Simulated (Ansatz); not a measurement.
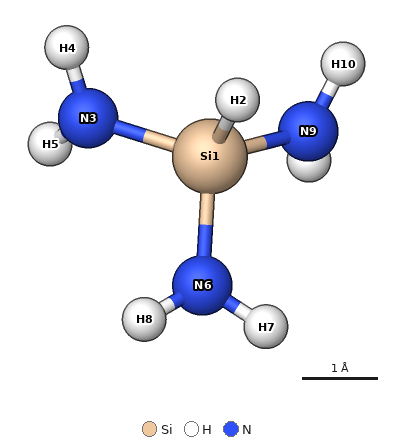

The structure as given in the input (ball-and-stick view, seen at a tilt; atoms are numbered from 1 in the order of the input).

## Nudged elastic band of SiN3H7

The run: nudged elastic band of SiN3H7. Method and program: RKS PBE0/def2-SVP (Ansatz 0.2.0).

It belongs to a series of runs on one base structure; here: band between the two ends. Figures and captions count atoms from 1; the log counts them from 0 in places.

Log
```
Engine: ansatz 0.2.0, aarch64-unknown-linux-gnu
Functional definition: PBE0
  parameter a = 0.25
  parameter kappa = 0.804
  parameter beta = 0.06672455060314922
  exchange = (1 - a)*pbe_x(kappa = kappa, mu = beta*pi^2/3) + a*exact_x
  correlation = pbe_c(beta = beta)
1035 factors; integrals over basis functions are off by at most 5.3e-4 eV
mean field evaluation 1: about -12437.1558 eV, gradient 8.0e1 eV
mean field evaluation 2: about -12428.4871 eV, gradient 9.9e1 eV
mean field evaluation 4: about -12449.5599 eV, gradient 2.3e0 eV
mean field evaluation 8: about -12449.5901 eV, gradient 7.2e-2 eV
mean field evaluation 16: about -12449.5901 eV, gradient 5.7e-5 eV
mean field -12449.59007753 eV, -457.5139967139 hartree, gradient 5.7e-5 eV, S^2 0.000000; 0 other end points of the search recorded, 0 dependent functions left out
the calculation of the forces begins
reference -12449.59010605 eV, -457.5139977621 hartree; 21, 21 occupied and 74, 74 virtual orbitals, 1035 factors
1036 factors; integrals over basis functions are off by at most 1.1e-3 eV
mean field -12447.94462460 eV, -457.4535274342 hartree, gradient 2.3e-5 eV, S^2 0.000000; 0 other end points of the search recorded, 0 dependent functions left out
[... from here on the field's lines of each further geometry are left out, up to the last ...]
NEB iter   1: max|band force component| = 1.779e1 eV/Å  barrier→ = 5.8086 eV  barrier← = 4.1631 eV  Δτ_max = 0.1972 Å  (176 SCF iters)
NEB iter   2: max|band force component| = 4.133e0 eV/Å  barrier→ = 3.3567 eV  barrier← = 1.7113 eV  Δτ_max = 0.2000 Å  (143 SCF iters)
NEB iter   3: max|band force component| = 1.260e0 eV/Å  barrier→ = 3.2909 eV  barrier← = 1.6455 eV  Δτ_max = 0.2000 Å  (135 SCF iters)
NEB iter   4: max|band force component| = 1.474e0 eV/Å  barrier→ = 3.1599 eV  barrier← = 1.5144 eV  Δτ_max = 0.1039 Å  (134 SCF iters)
NEB iter   5: max|band force component| = 7.488e-1 eV/Å  barrier→ = 2.9837 eV  barrier← = 1.3383 eV  Δτ_max = 0.1005 Å  (133 SCF iters)
NEB iter   6: max|band force component| = 5.100e-1 eV/Å  barrier→ = 2.6781 eV  barrier← = 1.0326 eV  Δτ_max = 0.1014 Å  (132 SCF iters)
NEB iter   7: max|band force component| = 5.812e-1 eV/Å  barrier→ = 2.3245 eV  barrier← = 0.6791 eV  Δτ_max = 0.0500 Å  (129 SCF iters)
NEB iter   8: max|band force component| = 2.726e0 eV/Å  barrier→ = 2.2927 eV  barrier← = 0.6472 eV  CI = image 3  Δτ_max = 0.0501 Å  (122 SCF iters)
NEB iter   9: max|band force component| = 2.754e0 eV/Å  barrier→ = 2.5245 eV  barrier← = 0.8790 eV  CI = image 3  Δτ_max = 0.0972 Å  (128 SCF iters)
NEB iter  10: max|band force component| = 2.519e0 eV/Å  barrier→ = 2.7842 eV  barrier← = 1.1387 eV  CI = image 3  Δτ_max = 0.2000 Å  (131 SCF iters)
NEB iter  11: max|band force component| = 9.857e-1 eV/Å  barrier→ = 3.2315 eV  barrier← = 1.5861 eV  CI = image 3  Δτ_max = 0.1468 Å  (135 SCF iters)
NEB iter  12: max|band force component| = 3.530e-1 eV/Å  barrier→ = 3.2313 eV  barrier← = 1.5859 eV  CI = image 3  Δτ_max = 0.1441 Å  (125 SCF iters)
NEB iter  13: max|band force component| = 4.028e-1 eV/Å  barrier→ = 3.2107 eV  barrier← = 1.5653 eV  CI = image 3  Δτ_max = 0.0775 Å  (122 SCF iters)
NEB iter  14: max|band force component| = 1.349e-1 eV/Å  barrier→ = 3.2057 eV  barrier← = 1.5603 eV  CI = image 3  Δτ_max = 0.0194 Å  (125 SCF iters)
NEB iter  15: max|band force component| = 9.777e-2 eV/Å  barrier→ = 3.2044 eV  barrier← = 1.5589 eV  CI = image 3  Δτ_max = 0.0594 Å  (122 SCF iters)
NEB iter  16: max|band force component| = 7.314e-2 eV/Å  barrier→ = 3.2040 eV  barrier← = 1.5585 eV  CI = image 3  Δτ_max = 0.0172 Å  (121 SCF iters)
the calculation of the forces begins
reference -12447.80353332 eV, -457.4483424251 hartree; 21, 21 occupied and 74, 74 virtual orbitals, 1035 factors
1035 factors; integrals over basis functions are off by at most 1.2e-3 eV
mean field -12446.38642471 eV, -457.3962646444 hartree, gradient 5.7e-5 eV, S^2 0.000000; 1 other end points of the search recorded, 0 dependent functions left out
the calculation of the forces begins
reference -12446.38645296 eV, -457.3962656827 hartree; 21, 21 occupied and 74, 74 virtual orbitals, 1035 factors
NEB iter  17: max|band force component| = 3.630e-2 eV/Å  barrier→ = 3.2037 eV  barrier← = 1.5582 eV  CI = image 3  Δτ_max = 0.0000 Å  (244 SCF iters)
```

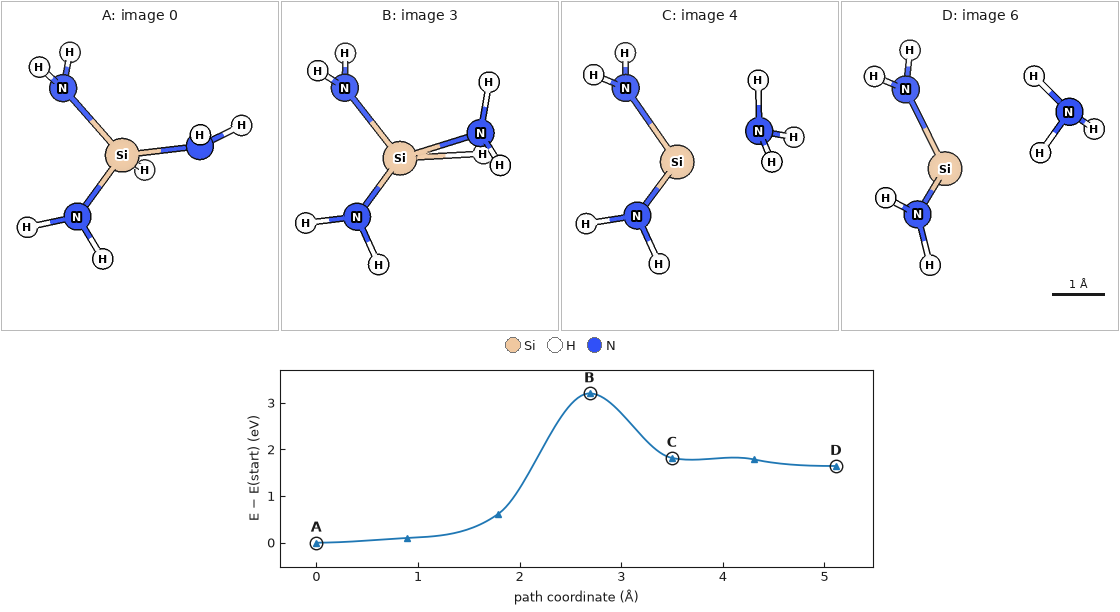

Images of the last band (counted from 0; ball-and-stick, seen at a tilt) above the energy along the path; the line is a cubic interpolation that uses the forces. The highest image is number 3, 3.204 eV above the start and 1.558 eV above the end (the climbing image); the end lies 1.645 eV above the start. The path is 5.11 Å long. The band converged in 17 iterations.

```
Total energy: -12446.38645296 eV, -457.3962656827 hartree
Atom 0 at    -0.262247     0.039661     0.363062 Å, force     0.008152     0.009428     0.013956 eV/Å
Atom 1 at     0.873611    -0.008887     1.538312 Å, force    -0.013353    -0.005683    -0.016904 eV/Å
Atom 2 at     1.669414     0.002157     0.394139 Å, force    -0.014403    -0.000249     0.008871 eV/Å
Atom 3 at     2.162370    -0.851226     0.123862 Å, force     0.007902     0.001454    -0.005943 eV/Å
Atom 4 at     2.225668     0.834614     0.187354 Å, force     0.007951    -0.001631     0.000221 eV/Å
Atom 5 at    -0.591792     1.362762    -0.742525 Å, force    -0.006504     0.012175    -0.011822 eV/Å
Atom 6 at    -1.523069     1.341505    -1.151687 Å, force    -0.000712    -0.008703     0.003026 eV/Å
Atom 7 at    -0.417348     2.303863    -0.401244 Å, force     0.006244    -0.003663     0.003537 eV/Å
Atom 8 at    -0.818665    -1.351297    -0.493485 Å, force     0.011699    -0.002904     0.007626 eV/Å
Atom 9 at    -1.079224    -2.206350    -0.021660 Å, force    -0.003592    -0.000502    -0.003253 eV/Å
Atom 10 at    -0.704018    -1.466804    -1.495827 Å, force    -0.003383     0.000278     0.000683 eV/Å
Dipole moment:     0.187458    -0.044042    -0.243979 e Å
this run last wrote the band of iteration 17 to [file]
```

The last band as extended XYZ (Å, eV, eV/Å)
```
11
Properties=species:S:1:pos:R:3:forces:R:3 image=0 energy=-12449.59008
Si    0.0467   -0.0230    0.2320   -0.0007   0.0025  -0.0021
H    -0.2184   -0.2504    1.6900    0.0028   0.0025  -0.0066
N     1.7648    0.1775    0.1633   -0.0030  -0.0004   0.0050
H     2.3572   -0.3330    0.8075    0.0019  -0.0002  -0.0027
H     2.2338    0.3341   -0.7219   -0.0009  -0.0008   0.0004
N    -0.5658    1.3758   -0.5688   -0.0034  -0.0034   0.0052
H    -1.5577    1.4487   -0.7608    0.0029  -0.0007  -0.0037
H    -0.1494    2.2806   -0.3847    0.0008   0.0013   0.0021
N    -0.7802   -1.3355   -0.5359   -0.0008   0.0006   0.0035
H    -0.8334   -2.2365   -0.0757   -0.0004  -0.0006  -0.0014
H    -0.7629   -1.4384   -1.5445    0.0007  -0.0010   0.0003
11
Properties=species:S:1:pos:R:3:forces:R:3 image=1 energy=-12449.48905
Si    0.0627   -0.0282    0.2030   -0.0159  -0.0158  -0.0042
H    -0.2197   -0.1796    1.6710   -0.0798  -0.0301  -0.0032
N     1.7753   -0.0217   -0.0434    0.0116   0.0065  -0.0125
H     2.3771   -0.6231    0.5060    0.0169   0.0340   0.0548
H     2.2563    0.8238   -0.3231   -0.0007  -0.0031  -0.0921
N    -0.5253    1.3959   -0.5777    0.0129   0.0134   0.0019
H    -1.4956    1.3828   -0.8705    0.0022   0.0100   0.0392
H    -0.2301    2.3315   -0.3279    0.0304  -0.0022   0.0167
N    -0.8132   -1.3366   -0.5091    0.0327  -0.0029  -0.0053
H    -1.0235   -2.1569    0.0466   -0.0096   0.0123   0.0051
H    -0.6293   -1.5879   -1.4746   -0.0006  -0.0221  -0.0003
11
Properties=species:S:1:pos:R:3:forces:R:3 image=2 energy=-12448.96946
Si    0.0469    0.0154    0.2303    0.7735  -0.0544  -0.3097
H     0.2445   -0.0267    1.7129   -1.5080  -0.0322   0.4105
N     1.7586    0.0010   -0.0585    0.2325   0.0097  -1.1500
H     2.2395   -0.8475    0.2096    0.1857  -0.0021   0.1656
H     2.2825    0.8240    0.2142    0.1564  -0.0374   0.0094
N    -0.6175    1.3737   -0.6057   -0.0692   0.0335   0.3415
H    -1.5127    1.3037   -1.0763    0.0059  -0.1029   0.2154
H    -0.3785    2.3355   -0.4093    0.0964   0.0808  -0.0300
N    -0.7962   -1.3263   -0.4606    0.0546   0.0553   0.1196
H    -1.0397   -2.1892    0.0064    0.0809   0.0504   0.1131
H    -0.6926   -1.4635   -1.4627   -0.0088  -0.0006   0.1145
11
Properties=species:S:1:pos:R:3:forces:R:3 image=3 energy=-12446.38643
Si   -0.2622    0.0397    0.3631    0.0082   0.0094   0.0140
H     0.8736   -0.0089    1.5383   -0.0134  -0.0057  -0.0169
N     1.6694    0.0022    0.3941   -0.0144  -0.0002   0.0089
H     2.1624   -0.8512    0.1239    0.0079   0.0015  -0.0059
H     2.2257    0.8346    0.1874    0.0080  -0.0016   0.0002
N    -0.5918    1.3628   -0.7425   -0.0065   0.0122  -0.0118
H    -1.5231    1.3415   -1.1517   -0.0007  -0.0087   0.0030
H    -0.4173    2.3039   -0.4012    0.0062  -0.0037   0.0035
N    -0.8187   -1.3513   -0.4935    0.0117  -0.0029   0.0076
H    -1.0792   -2.2064   -0.0217   -0.0036  -0.0005  -0.0033
H    -0.7040   -1.4668   -1.4958   -0.0034   0.0003   0.0007
11
Properties=species:S:1:pos:R:3:forces:R:3 image=4 energy=-12447.77042
Si   -0.5739    0.0582    0.4661   -0.2834   0.0261   0.0940
H     1.5289   -0.0309    1.5573    0.5938  -0.0168   0.0116
N     1.5838    0.0173    0.5397   -0.0647   0.0112   0.1236
H     2.0244   -0.8285    0.1712   -0.1260   0.0198   0.0353
H     2.1199    0.8355    0.2419   -0.0922  -0.0025   0.0375
N    -0.5759    1.3349   -0.7924    0.0136  -0.0235  -0.0498
H    -1.4585    1.3320   -1.3030    0.0545  -0.0120  -0.1315
H    -0.4856    2.2711   -0.3991   -0.0585  -0.0298   0.0005
N    -0.8132   -1.3500   -0.5333    0.0039  -0.0015  -0.0262
H    -1.1310   -2.2128   -0.1103   -0.0487  -0.0039  -0.0661
H    -0.6842   -1.4268   -1.5378    0.0078   0.0330  -0.0289
11
Properties=species:S:1:pos:R:3:forces:R:3 image=5 energy=-12447.80350
Si   -0.7933    0.0531    0.5109   -0.1536   0.0023   0.0375
H     1.5483   -0.0161    1.5561    0.0385   0.0093  -0.0196
N     2.1440   -0.0217    0.7305    0.4084  -0.0260   0.1230
H     1.8846   -0.8217    0.1611   -0.0976   0.0024  -0.0288
H     1.9602    0.8228    0.1973   -0.1077  -0.0097  -0.0566
N    -0.7025    1.3252   -0.6771   -0.1015  -0.0021   0.0986
H    -1.1875    1.2851   -1.5679    0.1837  -0.0375  -0.1742
H    -0.6097    2.2852   -0.3638   -0.0899   0.0102   0.0259
N    -0.8838   -1.3205   -0.5418   -0.0561   0.0172   0.0056
H    -1.0838   -2.2367   -0.1572    0.0330  -0.0170  -0.0172
H    -0.7418   -1.3548   -1.5478   -0.0571   0.0510   0.0058
11
Properties=species:S:1:pos:R:3:forces:R:3 image=6 energy=-12447.94463
Si   -1.0655    0.0584    0.5061   -0.0001   0.0037   0.0064
H     1.9189    0.0071    1.6176   -0.0007  -0.0001  -0.0018
N     2.2252   -0.0353    0.6460   -0.0038   0.0002  -0.0039
H     1.7579   -0.8488    0.2465   -0.0007   0.0027   0.0020
H     1.7952    0.7677    0.1878    0.0000  -0.0030   0.0027
N    -0.8217    1.3392   -0.6344    0.0043  -0.0105   0.0009
H    -0.6713    1.2626   -1.6365   -0.0007   0.0035  -0.0022
H    -0.8883    2.3063   -0.3392   -0.0011   0.0125  -0.0009
N    -0.9124   -1.3065   -0.5488    0.0048   0.0130   0.0017
H    -1.0443   -2.2454   -0.1914   -0.0013  -0.0168  -0.0019
H    -0.7589   -1.3053   -1.5533   -0.0007  -0.0054  -0.0030
```

This output came from the following input.

The input
```yaml
crystal:
  periodic: [false, false, false]
  atoms:
    - { symbol: Si, position_ang: [0.046718, -0.02297, 0.232041] }
    - { symbol: H, position_ang: [-0.218362, -0.250378, 1.689952] }
    - { symbol: "N", position_ang: [1.76477, 0.177497, 0.163319] }
    - { symbol: H, position_ang: [2.357158, -0.332997, 0.807453] }
    - { symbol: H, position_ang: [2.233837, 0.334111, -0.721938] }
    - { symbol: "N", position_ang: [-0.565821, 1.375809, -0.568836] }
    - { symbol: H, position_ang: [-1.557723, 1.448725, -0.760834] }
    - { symbol: H, position_ang: [-0.14943, 2.280555, -0.384715] }
    - { symbol: "N", position_ang: [-0.780172, -1.335482, -0.53589] }
    - { symbol: H, position_ang: [-0.8334, -2.236505, -0.07572] }
    - { symbol: H, position_ang: [-0.762875, -1.438366, -1.544531] }
basis:
  gaussian: { orbitals: def2-SVP }
hamiltonian:
  xc: pbe0
neb:
  order_check: false
  images: 5
  f_tol: 0.05
  max_iterations: 60
  final_atoms:
    - { symbol: Si, position_ang: [-1.0655015, 0.05840108, 0.50612727] }
    - { symbol: H, position_ang: [1.91888317, 0.00708711, 1.61760451] }
    - { symbol: "N", position_ang: [2.22516171, -0.03532896, 0.64596119] }
    - { symbol: H, position_ang: [1.75789266, -0.84880744, 0.24651135] }
    - { symbol: H, position_ang: [1.79516036, 0.76771902, 0.1877519] }
    - { symbol: "N", position_ang: [-0.82172022, 1.33920261, -0.63436127] }
    - { symbol: H, position_ang: [-0.67130375, 1.26263811, -1.63651704] }
    - { symbol: H, position_ang: [-0.88828821, 2.30632007, -0.33923076] }
    - { symbol: "N", position_ang: [-0.91237748, -1.30651014, -0.54878801] }
    - { symbol: H, position_ang: [-1.04435009, -2.24541811, -0.19141016] }
    - { symbol: H, position_ang: [-0.75885665, -1.30530434, -1.55334798] }
  initial_path:
    images:
      - { positions_ang: [[0.046718, -0.02297, 0.232041], [-0.218362, -0.250378, 1.689952], [1.76477, 0.177497, 0.163319], [2.357158, -0.332997, 0.807453], [2.233837, 0.334111, -0.721938], [-0.565821, 1.375809, -0.568836], [-1.557723, 1.448725, -0.760834], [-0.14943, 2.280555, -0.384715], [-0.780172, -1.335482, -0.53589], [-0.8334, -2.236505, -0.07572], [-0.762875, -1.438366, -1.544531]] }
      - { positions_ang: [[0.03089369, -0.0163539, 0.15445514], [0.12505949, -0.17218913, 1.60885508], [1.82625096, 0.12006297, 0.28442851], [2.38995972, -0.52414701, 0.65043218], [2.30394405, 0.53249074, -0.35830386], [-0.66606469, 1.41159048, -0.57639842], [-1.66674379, 1.44044241, -0.80057206], [-0.21726335, 2.32327462, -0.47223814], [-0.80121979, -1.3858875, -0.56746256], [-1.01453409, -2.19633828, -0.03880466], [-0.7755822, -1.53294639, -1.5840902]] }
      - { positions_ang: [[0.01506939, -0.0097378, 0.07686928], [0.46848097, -0.09400025, 1.52775816], [1.88773192, 0.06262894, 0.40553803], [2.42276145, -0.71529703, 0.49341135], [2.37405109, 0.73087048, 0.00533029], [-0.76630839, 1.44737196, -0.58396085], [-1.77576458, 1.43215982, -0.84031012], [-0.28509671, 2.36599424, -0.55976129], [-0.82226759, -1.436293, -0.59903513], [-1.19566817, -2.15617156, -0.00188933], [-0.78828939, -1.62752678, -1.6236494]] }
      - { positions_ang: [[-0.00075492, -0.0031217, -0.00071658], [0.81190246, -0.01581138, 1.44666124], [1.94921289, 0.0051949, 0.52664754], [2.45556317, -0.90644704, 0.33639053], [2.44415814, 0.92925021, 0.36896443], [-0.86655208, 1.48315343, -0.59152327], [-1.88478536, 1.42387722, -0.88004819], [-0.35293006, 2.40871386, -0.64728443], [-0.84331538, -1.4866985, -0.63060769], [-1.37680226, -2.11600484, 0.03502601], [-0.80099659, -1.72210717, -1.66320859]] }
      - { positions_ang: [[-0.35567045, 0.01738589, 0.16823137], [1.18089603, -0.00817855, 1.50364233], [2.04119583, -0.00831305, 0.56641875], [2.22300633, -0.88723384, 0.3064308], [2.22782555, 0.87540648, 0.30856026], [-0.85160813, 1.43516983, -0.6058026], [-1.48029149, 1.37013085, -1.13220447], [-0.53138277, 2.3745826, -0.54459987], [-0.86633608, -1.42663571, -0.60333446], [-1.26598487, -2.15914259, -0.04045272], [-0.78694994, -1.5831729, -1.62658839]] }
      - { positions_ang: [[-0.71058597, 0.03789348, 0.33717932], [1.5498896, -0.00054572, 1.56062342], [2.13317877, -0.021821, 0.60618997], [1.99044949, -0.86802064, 0.27647107], [2.01149295, 0.82156275, 0.24815608], [-0.83666417, 1.38718622, -0.62008194], [-1.07579762, 1.31638448, -1.38436075], [-0.70983549, 2.34045133, -0.44191531], [-0.88935678, -1.36657293, -0.57606124], [-1.15516748, -2.20228035, -0.11593144], [-0.7729033, -1.44423862, -1.58996818]] }
      - { positions_ang: [[-1.0655015, 0.05840108, 0.50612727], [1.91888317, 0.00708711, 1.61760451], [2.22516171, -0.03532896, 0.64596119], [1.75789266, -0.84880744, 0.24651135], [1.79516036, 0.76771902, 0.1877519], [-0.82172022, 1.33920261, -0.63436127], [-0.67130375, 1.26263811, -1.63651704], [-0.88828821, 2.30632007, -0.33923076], [-0.91237748, -1.30651014, -0.54878801], [-1.04435009, -2.24541811, -0.19141016], [-0.75885665, -1.30530434, -1.55334798]] }
```

Launch command:
```bash
ansatz run input.yaml --threads 2 --pin off --max-ram 3072MiB --backend cpu --events-out ev --progress --plain --runs-dir out
```

Summary

```tsv
quantity	value
outcome	converged
barrier, forward	3.204 eV
barrier, backward	1.558 eV
hardware	2 threads of Arm Neoverse V2, 24 GiB of memory available, shared host
wall time	2.8 min (CPU time 5.4 min)
peak memory	0.19 GiB
```

Remarks

The order of the saddle point was not checked.
